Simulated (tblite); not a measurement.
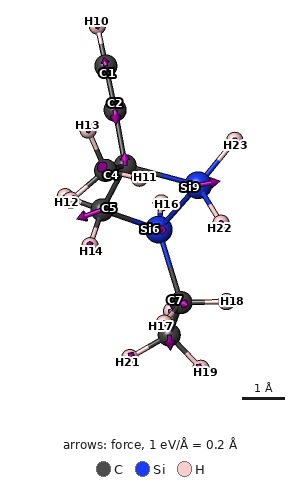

Starting geometry of C7H14Si2 with the computed forces as purple arrows. Style: ball-and-stick. Shown from a free direction.

Theory: tblite 0.8.0, GFN2-xTB geometry optimisation, gas phase. 

Question: What follows when this structure is relaxed?

Answer: It isn't relaxed: the largest force vector, on a C atom, is 3.51 eV/Å. The final displacements have little in common with the starting forces (cosine between the two patterns 0.15). The energy falls by 1.128 eV in 171 geometry steps. An H atom moves most after the best rigid fit: 1.11 Å. By element the largest moves are H 1.11 Å, Si 0.42 Å, C 0.37 Å. Some distances before and after: C–Si 1.860 → 1.956 Å, Si–Si 2.237 → 2.325 Å, C–Si 1.844 → 1.923 Å, C–C 1.486 → 1.557 Å. Among the angles between lasting bonds that change: C–Si–Si 108.8° → 120.8°, Si–Si–H 114.5° → 125.2°, Si–Si–H 111.5° → 120.8°. Groups turn about C–C by about 55°, C–Si by about 30°, C–C by about 30°.
